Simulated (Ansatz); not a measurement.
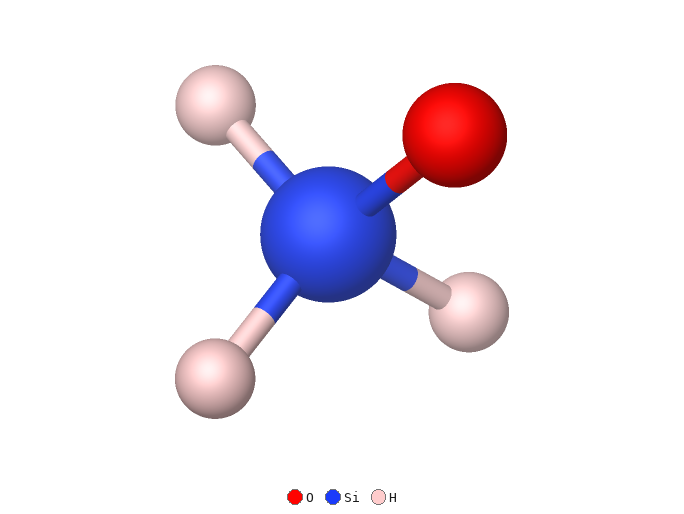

A ball-and-stick model of a molecule. Every bond is drawn as one stick, whatever its order.

The species is neutral and a spin doublet. Computed geometry: PBE0-D4/def2-TZVP optimisation.

Question: What is the molecular formula?

Answer: H₃OSi, 5 atoms: 3 hydrogen, 1 oxygen and 1 silicon.

Question: How many bonds of each kind are drawn?

Answer: 3 Si–H, 1 O–Si. Sticks follow a distance rule.

More results for the same structure follow; atom numbers are the same in all pictures, views and colours differ.

**Shape**

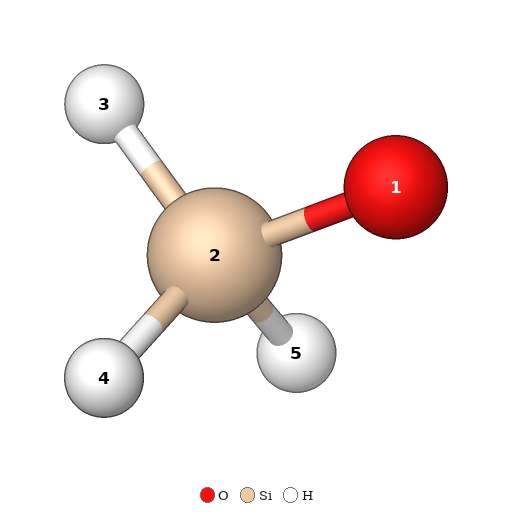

Question: Describe the coordination of atom 2.

Answer: Si2 has 4 neighbours (O1 at 1.66, H3 at 1.49, H4 at 1.49, H5 at 1.49 Å); the arrangement is tetrahedral.

**Electronic properties**

Properties computed with UHF-CCSD(T), frozen core/def2-TZVPP (Ansatz 0.2.0).

What does the calculation give?

- ⟨S²⟩ of the determinant: 0.758
- T1 diagnostic: 0.020

**Thermal motion**

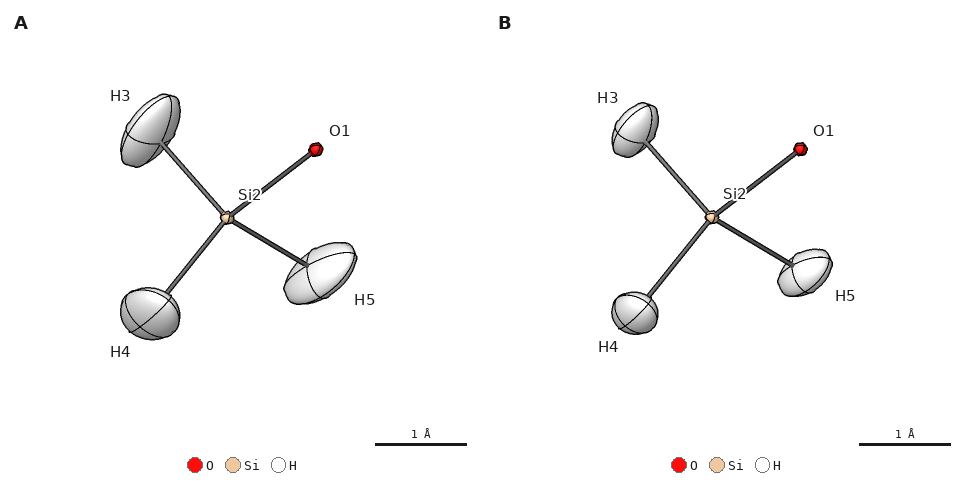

Displacement ellipsoids at the 50 % level, scaled by 1.5, from the internal vibrations of the free molecule (harmonic, no overall translation or rotation; no half-axis is drawn under 0.075 Å). Vibrations computed with UKS PBE0-D4/def2-TZVP (Ansatz 0.2.0). One panel is for 298 K, the other for 900 K.

Question: Which panel is for 900 K?

Answer: A.

Question: How much does the mean-square displacement of H3 grow, and why?

Answer: U_eq goes from 0.0152 to 0.0264 Å², a factor of 1.7. Modes below kT (626 cm⁻¹ at 900 K) grow about in proportion to T, and the lowest lies at 521 cm⁻¹; the mean-square amplitude of a mode is its zero-point value times coth(ħω/2kT), which comes close to 1 only above about 3kT.

**Vibrations**

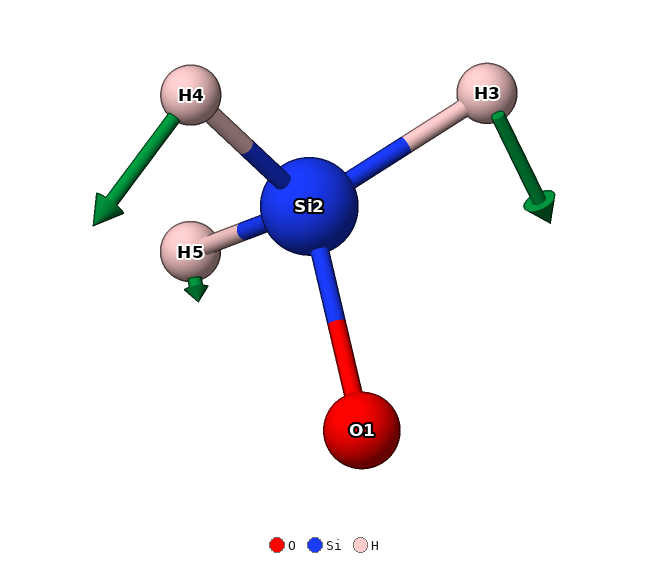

The arrows show one normal mode. Harmonic vibrations computed with UKS PBE0-D4/def2-TZVP (Ansatz 0.2.0) at a stationary point of the same level.

Question: What kind of motion is it?

Answer: Mostly H–Si–H bending.

Question: At what wavenumber does it lie?

Answer: 985 cm⁻¹; it is mode 6 of 9 counted from the lowest.
